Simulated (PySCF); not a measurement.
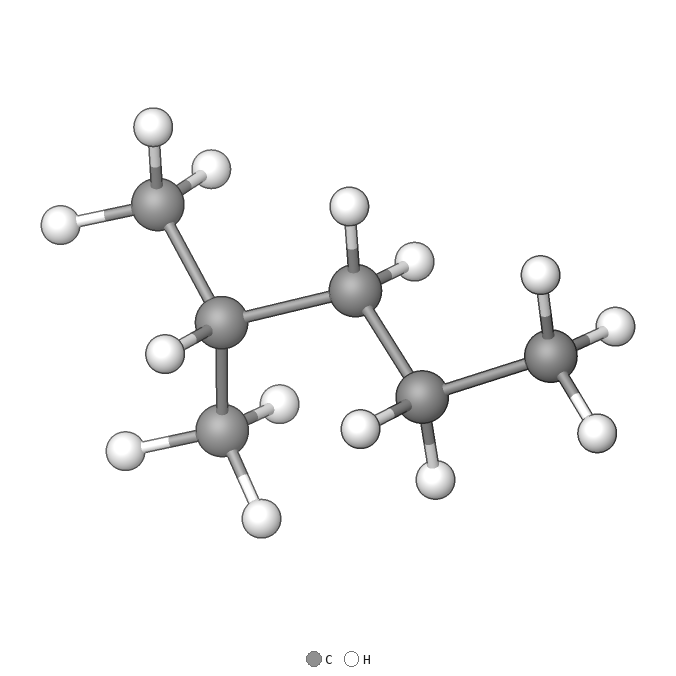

Rendered structure (ball-and-stick style).

The geometry was computed by an optimisation with PBE0-D3(BJ)/def2-TZVP. No frequency run is at hand to confirm it as a minimum.

> Give the formula.

C6H14, 20 atoms: 6 carbon and 14 hydrogen.

> Count the bonded pairs by element.

14 C–H, 5 C–C.

> Give the symmetry (Schoenflies symbol).

C1.

> Write the SMILES.

CCCC(C)C

The parts below concern this one geometry. Atoms keep their numbers from picture to picture.

**Shape**

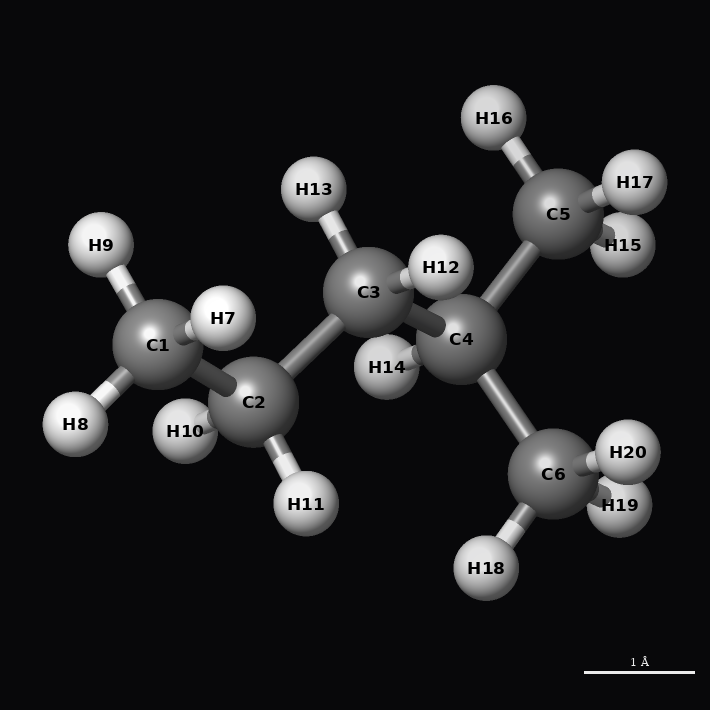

Numbered structure. No frequency run is at hand to confirm it as a minimum.

Give the bond lengths. Leave out bonds to hydrogen.

```csv
bond,length (Å),order
C1–C2,1.519,single
C2–C3,1.520,single
C3–C4,1.526,single
C4–C5,1.522,single
C4–C6,1.522,single
```

**Electronic properties**

No frequency run is at hand to confirm it as a minimum. Level of theory: PBE0/pcSseg-2, gas phase (PySCF 2.14.0).

Predict the main results.

- dipole moment: 0.14 D
- HOMO energy (Kohn–Sham orbital): −8.71 eV
- LUMO energy (Kohn–Sham orbital): 0.68 eV
- HOMO–LUMO gap: 9.39 eV

**NMR shielding**

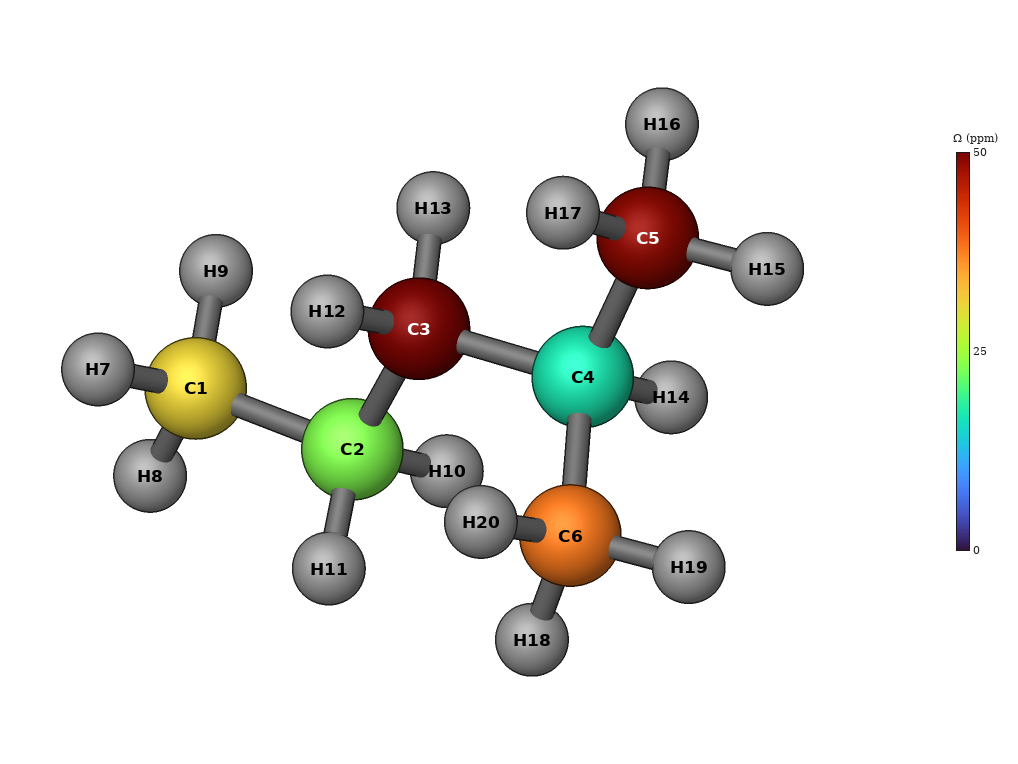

The C atoms are coloured by the span of their shielding tensor. No frequency run is at hand to confirm it as a minimum. Level of theory: GIAO PBE0/pcSseg-2 NMR shielding, non-relativistic, gas phase (PySCF 2.14.0). Principal shieldings σ11 ≤ σ22 ≤ σ33, span Ω = σ33 − σ11, skew κ = 3(σiso − σ22)/Ω.

Give the shielding tensors of the C atoms.

```csv
atom,σ11,σ22,σ33,σiso,Ω,κ
C1,156.7,161.6,187.5,168.6,30.9,0.68
C2,146.7,162.1,169.9,159.6,23.2,−0.33
C3,118.2,130.8,167.9,138.9,49.7,0.49
C4,143.1,152.5,160.2,151.9,17.1,−0.09
C5,138.2,150.6,187.1,158.6,48.9,0.49
C6,147.5,155.8,185.3,162.9,37.8,0.56
```

Shieldings and span in ppm.

**Charges**

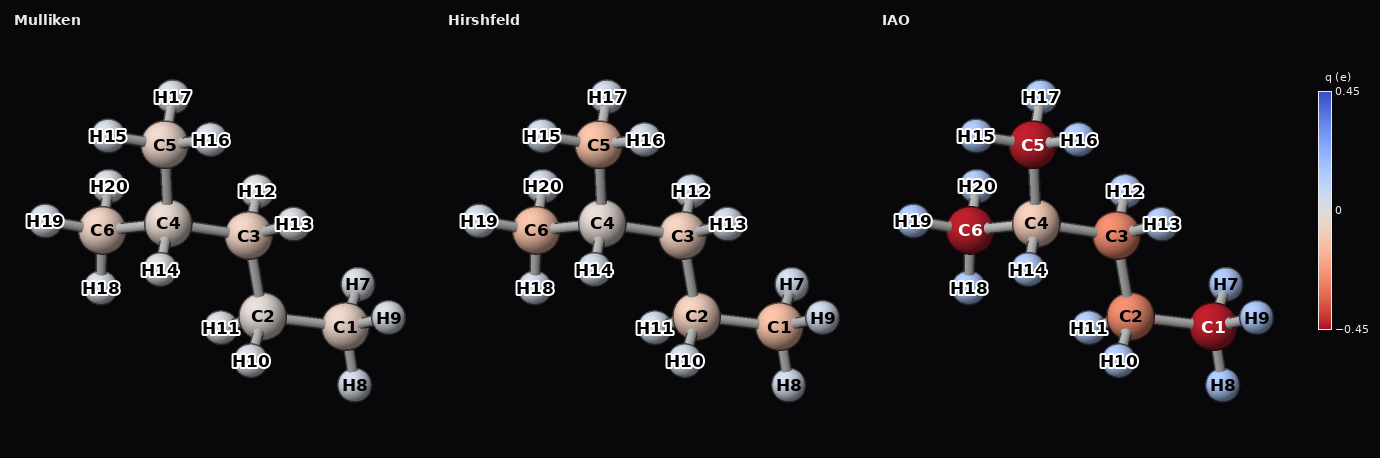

Atomic charges of one calculation by 3 schemes, on one colour scale. No frequency run is at hand to confirm it as a minimum. Level of theory: PBE0/pcSseg-2 (PySCF 2.14.0).

> Which scheme gives the most polar picture (largest mean size of the charges)?

The IAO charges are the largest in size here, and the Mulliken charges the smallest.

> On which atom do the schemes disagree most?

On C1 (from −0.43 to −0.05 e); C5 (from −0.43 to −0.05 e); C6 (from −0.43 to −0.06 e).

List the charges (e), one line for each set of equivalent atoms.

| atom | Mulliken | Hirshfeld | IAO |
| --- | --- | --- | --- |
| C1 | −0.05 | −0.12 | −0.43 |
| C2 | −0.02 | −0.07 | −0.25 |
| C3 | −0.07 | −0.07 | −0.25 |
| C4 | −0.03 | −0.03 | −0.09 |
| C5 | −0.05 | −0.13 | −0.43 |
| C6 | −0.06 | −0.13 | −0.43 |
| H7 | 0.02 | 0.04 | 0.14 |
| H8 | 0.03 | 0.04 | 0.14 |
| H9 | 0.02 | 0.04 | 0.14 |
| H10 | 0.02 | 0.04 | 0.13 |
| H11 | 0.01 | 0.04 | 0.13 |
| H12 | 0.01 | 0.04 | 0.12 |
| H13 | 0.02 | 0.04 | 0.13 |
| H14 | 0.01 | 0.04 | 0.12 |
| H15 | 0.03 | 0.04 | 0.14 |
| H16 | 0.03 | 0.04 | 0.14 |
| H17 | 0.02 | 0.04 | 0.13 |
| H18 | 0.03 | 0.04 | 0.14 |
| H19 | 0.03 | 0.04 | 0.14 |
| H20 | 0.02 | 0.04 | 0.13 |

Mulliken values depend strongly on the basis set and can even reverse the polarity of a bond.
